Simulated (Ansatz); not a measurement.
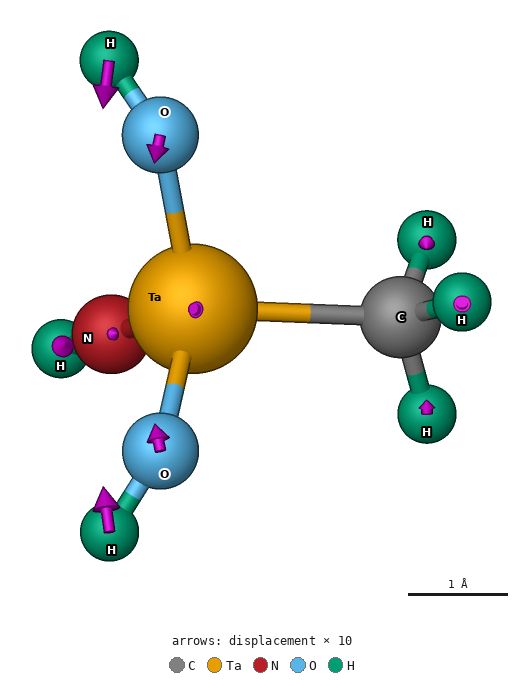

This is a relaxation of CH$_{6}$NO$_{2}$Ta. The starting structure is drawn; purple arrows show the displacements, magnified 10 times. The two geometries are superimposed by the best rigid fit.

A ball-and-stick model, seen at a tilt.

The start comes from PBE-D4/def2-SVP.

These are results of RKS PBE0-D4/def2-TZVP in Ansatz, not measurements.

Input
```yaml
crystal:
  periodic: [false, false, false]
  atoms:
    - {symbol: C, position_ang: [-1.555747, 0.441749, -0.365583]}
    - {symbol: Ta, position_ang: [0.521780, -0.113735, -0.067301]}
    - {symbol: N, position_ang: [0.603321, -0.485797, 1.676359]}
    - {symbol: O, position_ang: [1.582514, 1.425965, -0.526436]}
    - {symbol: O, position_ang: [0.843350, -1.672138, -1.151414]}
    - {symbol: H, position_ang: [-1.727378, 0.701724, -1.434348]}
    - {symbol: H, position_ang: [-1.835073, 1.318707, 0.255781]}
    - {symbol: H, position_ang: [-2.240351, -0.389659, -0.094834]}
    - {symbol: H, position_ang: [0.692178, -0.709134, 2.667845]}
    - {symbol: H, position_ang: [2.142900, 2.024003, -0.005204]}
    - {symbol: H, position_ang: [1.037907, -2.598685, -0.934465]}
basis:
  gaussian: {orbitals: def2-TZVP}
hamiltonian: {xc: pbe0, dispersion: d4}
relax: {f_tol: 0.005, max_steps: 150}
```

Launched with:
```bash
ansatz run in.yaml --threads 4 --pin off --events-out ev --progress --plain --max-ram 10444MiB
```

> Which element moves most?

Hydrogen: up to 0.050 Å, against 0.030 Å for oxygen.

> Describe the change and its energy.

Over 5 geometry steps the energy falls by 4.86 kJ/mol. The largest force component goes from 0.76 to 0.0042 eV/Å. The largest move after the best rigid fit is that of H10, 0.050 Å. Largest moves by element: H 0.050 Å, O 0.030 Å, Ta 0.016 Å, N 0.010 Å, C 0.007 Å. Some distances before and after: Ta2–N3 1.785 → 1.768 Å, C1–H6 1.113 → 1.096 Å, C1–H7 1.110 → 1.094 Å, Ta2–O4 1.925 → 1.909 Å.
